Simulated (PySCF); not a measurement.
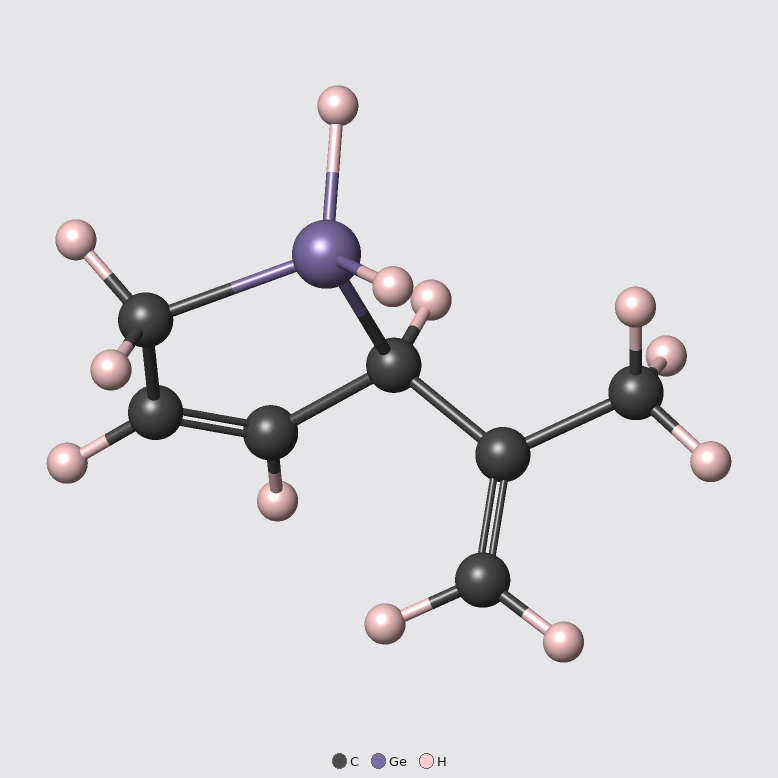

Source: calculation with PySCF.

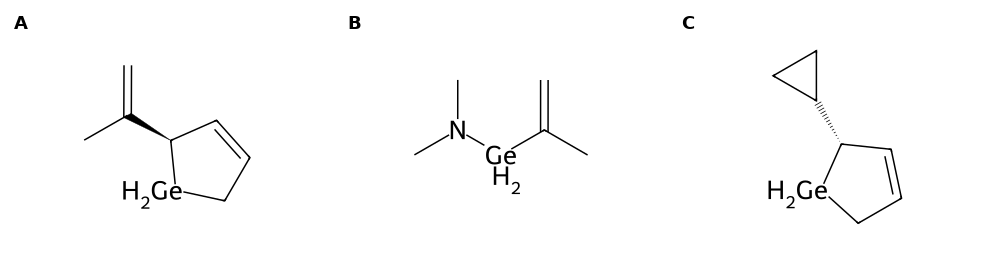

Which structural formula matches the 3D model?

A, `C=C(C)[C@H]1C=C[CH2][GeH2]1`.
